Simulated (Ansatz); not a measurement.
**Fields on a plane of TiAl3 (D022 type, space group I4/mmm)**

```
CELL_PARAMETERS angstrom
     -1.92294     1.92294     4.30997
      1.92294    -1.92294     4.30997
      1.92294     1.92294    -4.30997
ATOMIC_POSITIONS crystal
  Al 0.50000 0.50000 0.00000
  Al 0.75000 0.25000 0.50000
  Al 0.25000 0.75000 0.50000
  Ti 0.00000 0.00000 0.00000
```

The slice is a (100) plane (indices of the conventional cell) through the point (0.750, 0.250, 0.500) (fractional), spanned by u = [101] and v = [110] in vectors of this cell: u (3.85 Å) and v (8.62 Å, at 90° to u). It covers one period; positions are fractions (u, v).

Atoms on it: Al at (0.50, 0.25); Al at (0.00, 0.00); Al at (0.00, 0.50); Ti at (0.50, 0.75).

The numbers are results of PBE (plane waves to 420 eV, PAW, scalar-relativistic; Ansatz, a program for electronic structure), not measurements. k mesh 17×17×17. These are valence fields of a PAW run, semicore shells included where kept as valence: close to a nucleus they are smooth pseudo fields. TiAl3 is run without spin polarisation. TiAl3 was relaxed with its symmetry unable to fall.

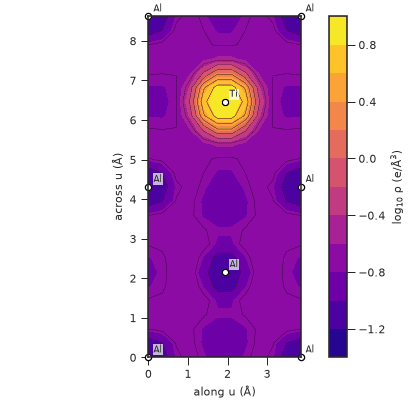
*Log₁₀ of the valence density in e/Å³, one period of the plane, atoms marked. The scale is logarithmic, as a density can span decades between atoms and voids.*

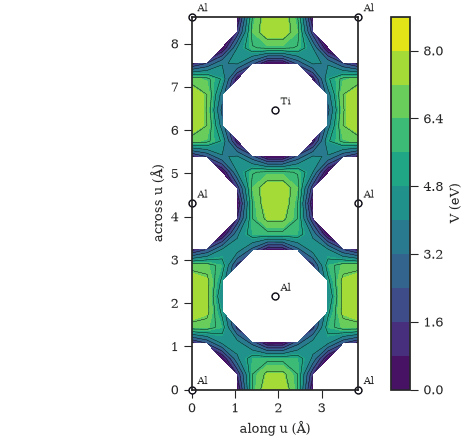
Figure. Electrostatic potential energy of an electron, from the cell's mean, in eV, one period of the plane, atoms marked. Points within 1 Å of a nucleus are left white, as the pseudised field means little there. Values under 0 eV are set to 0. The zero, the cell's mean, hangs on the PAW cores.
